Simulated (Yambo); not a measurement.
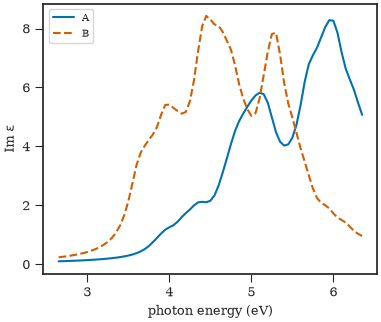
Two computed absorption spectra of SrTiO3 (cubic perovskite, space group Pm-3m, No. 221) (Yambo, PBEsol bands with the same scissor, field along x)

Task: Which curve includes the electron-hole attraction (BSE)?

Result: Curve B: the attraction moves weight to lower energy (centre of the plotted range 4.7 eV against 5.4 eV). Settings: 8×8×8 mesh, 9 valence and 3 conduction bands, static screening with 41 bands and a 3 Ry block, scissor 1.64 eV, Tamm-Dancoff. The scissor comes from a G0W0 run whose convergence isn't established. Broadening 0.15 eV. The band window holds all transitions up to 6.4 eV. On this mesh the peak heights and the fine structure are mesh artefacts; only the shift of weight is robust.

Geometry of the Materials Project entry, not relaxed at this level; primitive cell a = 3.913 Å, b = 3.913 Å, c = 3.913 Å, α = 90.00°, β = 90.00°, γ = 90.00°.
